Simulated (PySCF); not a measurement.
System (SMILES): O (H2O).
Geometry (B3LYP-D3(BJ)/def2-TZVP, fixed):
```xyz
3

O      0.0070     0.0013     0.1167
H     -0.0500     0.7593    -0.4742
H     -0.0062    -0.7700    -0.4592
```
Charge 0, spin multiplicity 1.

Basis-set convergence of the mean static polarisability at PBE with PySCF. All functions are spherical. Density fitting with generated auxiliary sets. No added dispersion term, no relativity. Reference: the value in d-aug-cc-pVTZ, 10.67 bohr³, itself unsure by roughly 0.8 % (its mean distance from aug-pcseg-3, aug-cc-pVQZ, aug-pcseg-2). Deviations are taken from unrounded values.

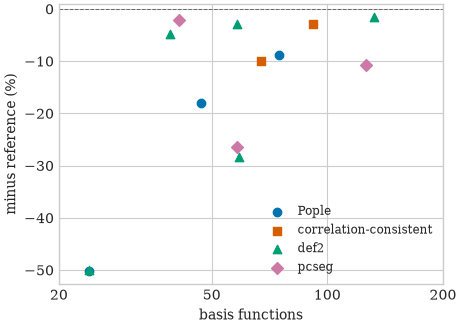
Figure: Deviation from the reference against the number of basis functions, by family of sets.

```json
[
 {"basis": "6-31G**", "functions": "24", "mean static polarisability (bohr³)": "5.31", "minus reference (%)": "-50.3"},
 {"basis": "def2-SVP", "functions": "24", "mean static polarisability (bohr³)": "5.34", "minus reference (%)": "-50.0"},
 {"basis": "def2-SVPD", "functions": "39", "mean static polarisability (bohr³)": "10.17", "minus reference (%)": "-4.8"},
 {"basis": "aug-pcseg-1", "functions": "41", "mean static polarisability (bohr³)": "10.45", "minus reference (%)": "-2.1"},
 {"basis": "6-311++G(2d,2p)", "functions": "47", "mean static polarisability (bohr³)": "8.75", "minus reference (%)": "-18.0"},
 {"basis": "def2-TZVPD", "functions": "58", "mean static polarisability (bohr³)": "10.37", "minus reference (%)": "-2.9"},
 {"basis": "pcseg-2", "functions": "58", "mean static polarisability (bohr³)": "7.86", "minus reference (%)": "-26.4"},
 {"basis": "def2-TZVPP", "functions": "59", "mean static polarisability (bohr³)": "7.65", "minus reference (%)": "-28.4"},
 {"basis": "jun-cc-pV(T+d)Z", "functions": "67", "mean static polarisability (bohr³)": "9.60", "minus reference (%)": "-10.0"},
 {"basis": "6-311++G(3df,3pd)", "functions": "75", "mean static polarisability (bohr³)": "9.74", "minus reference (%)": "-8.8"},
 {"basis": "aug-cc-pVTZ", "functions": "92", "mean static polarisability (bohr³)": "10.36", "minus reference (%)": "-3.0"},
 {"basis": "pcseg-3", "functions": "126", "mean static polarisability (bohr³)": "9.53", "minus reference (%)": "-10.7"},
 {"basis": "def2-QZVPPD", "functions": "132", "mean static polarisability (bohr³)": "10.51", "minus reference (%)": "-1.5"}
]
```
